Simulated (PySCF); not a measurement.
# H$_{2}$O$_{4}$S···HF···HF···HF: what the fields show

```xyz
13

O    -1.1528    0.6500    0.0958
S    -0.2048   -0.6097    0.3931
O    -0.1860   -1.4912   -0.7721
O    -0.5864   -1.1111    1.6817
O     1.2382    0.0585    0.4158
H    -1.0700    0.9467   -0.8581
H     1.2398    0.7882    1.0738
F     0.2620    2.1820    1.7989
H    -0.5244    1.9549    1.3473
F    -0.8567    1.3437   -2.3632
H    -0.4325    0.6089   -2.8158
F     0.2180   -0.7239   -3.1151
H     0.1391   -1.1336   -2.2463
```

Geometry: PBE0-D3(BJ)/def2-SVPD.

Theory: wB97M-D3(BJ)/def2-SVPD, SCF density, gas phase in PySCF.

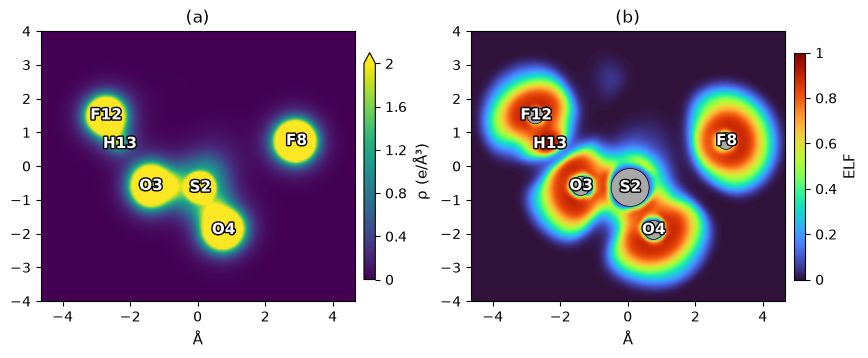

Figure 1. (a) total electron density; (b) electron localisation function on the plane of atoms O3, S2 and O4. Grey discs cover the atomic cores in the ELF map.

Question: What does the map show?

Answer: Atoms in the plane: S, O, F and H. S–O (1.43 Å): the density is about 2.4 e/Å³ at the midpoint; the ELF peaks at about 0.85 between the atoms (a polar covalent bond). F–H (0.96 Å): ρ at the midpoint is about 4.4 e/Å³; the ELF climbs to about 1 towards the hydrogen, as it does in any bond to H; a covalent bond by its length. The ELF also peaks beside O4, O3, F8 and F12, away from the bonds: lone-pair regions.

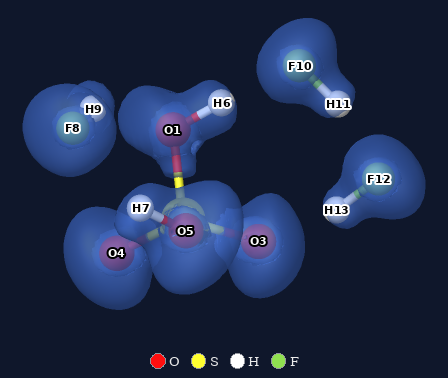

Figure 2. Isosurface of the electron localisation function at 0.75 (blue), seen at a tilt. Core shells and regions of very low density are left out.

Question: What do the ELF domains correspond to?

Answer: The ELF exceeds this value in two regions on O in which the atom's valence shell and bonds are merged, three joined regions spread over several atoms (F, H), in which their bonds and any lone pairs are merged and two joined regions spread over several atoms (H, O), in which their bonds and any lone pairs are merged.


F12···H11 (1.51 Å): the ELF dips to about 0.15 between them: by its geometry a hydrogen bond between the two molecules, with no shared pair.

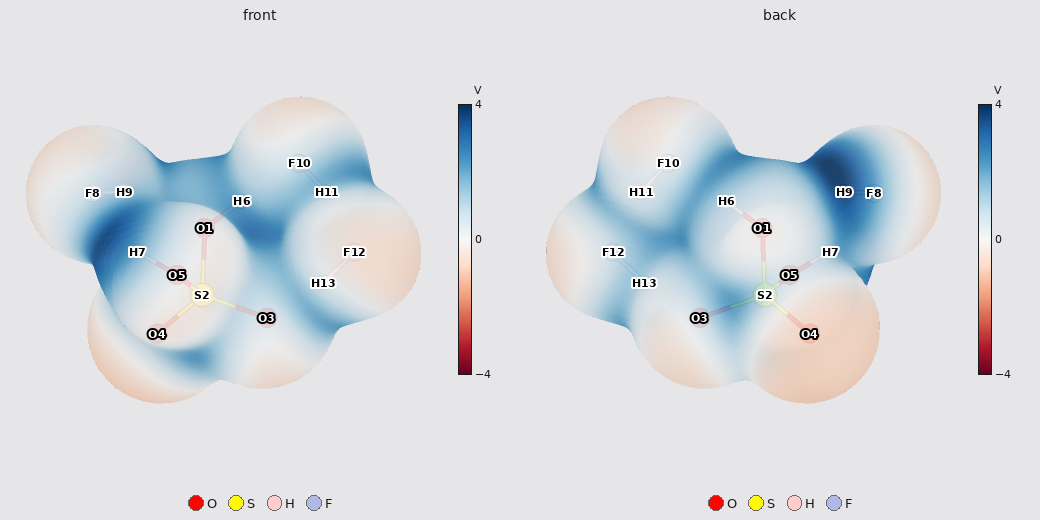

Figure 3. The molecular electrostatic potential painted on the density surface at 0.004 e/bohr³, seen from the front and from behind; the colour scale runs from red (negative) to blue (positive).

Question: Describe the electrostatic potential map.

Answer: The most negative region (about −0.9 V) lies over O4, the most positive (about +3.8 V) over H7 and H9.
